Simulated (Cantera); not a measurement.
A closed system holds: 1 mol CaF2, a varied amount of O2, 23 mol H2, at 1975 K and 0.975 Torr.

Method: chemical equilibrium by Gibbs-energy minimisation in Cantera with the NASA 1993 tables (ideal gas, pure condensed phases). Candidate condensed phases: Ca, CaF2, CaO, Ca(OH)2, H2O; 29 gas species. Rates play no part.

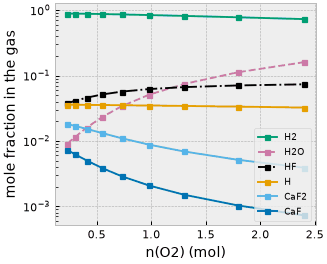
Figure: Equilibrium gas composition (values under 1e-9 drawn at 1e-9)

From 0.23 mol O2 to 2.4 mol O2 the condensed part is CaO(s). The main Ca-bearing gas is CaF2 throughout. The share of Ca in condensed phases is highest at 2.4 mol O2 (87.8 %) and lowest at 0.23 mol O2 (23.4 %).
